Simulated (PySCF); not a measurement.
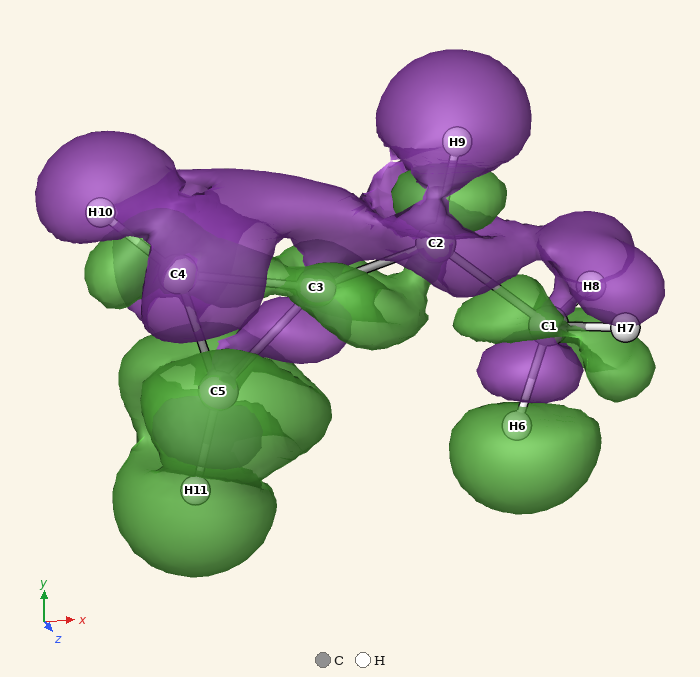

*C₅H₆, SMILES `CC=C1C=C1`. Change of the electron density in a uniform field of 0.21 V/Å, surfaces at ±0.0015 e/Å³ (purple: gain, green: loss).*

Method: HF/aug-cc-pVDZ; geometry: GFN2-xTB; program: PySCF. No frequency check shows the geometry to be a minimum.

Coordinates in Å:

```
C1       2.0497   -0.3136    0.0005
C2       0.8729    0.6179    0.0005
C3      -0.3730    0.2122    0.0003
C4      -1.8097    0.4279   -0.0003
C5      -1.3912   -0.8261    0.0000
H6       1.7180   -1.3489    0.0032
H7       2.6720   -0.1444    0.8766
H8       2.6691   -0.1479   -0.8848
H9       1.0970    1.6760   -0.0001
H10     -2.6192    1.1175   -0.0008
H11     -1.6286   -1.8626   -0.0003
```

The field was applied in both directions; the picture shows the one opposite to the script's first.

Question: Along which Cartesian direction does the field point?

Answer: Along −y: electrons gather on the +y side, against the field.

Question: How large is the response?

Answer: The induced dipole is 0.56 D (along the field); α along this axis, from the fields in both directions, is 55 bohr³ (8.2 Å³).
